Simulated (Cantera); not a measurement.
A closed system holds: 1 mol SiH2Cl2, 61 mol H2, held at 0.0400 bar.

These are equilibrium values from Cantera (NASA tables, ideal gas, pure condensed phases), not measurements of a reactor. Candidate condensed phases: Si; 19 gas species. The tables' values for SiCl3 are old estimates; treat these amounts as uncertain. Rates play no part.

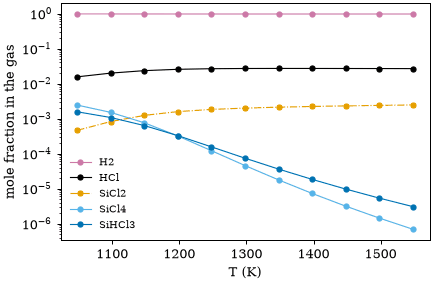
Figure: Equilibrium gas composition (values under 1e-9 drawn at 1e-9)

### Question
Read off the mole fractions at 1098 K.

### Answer
H2 about 0.98, HCl about 0.020, SiCl4 about 0.0015, SiHCl3 about 0.0011, SiCl2 about 0.00082.
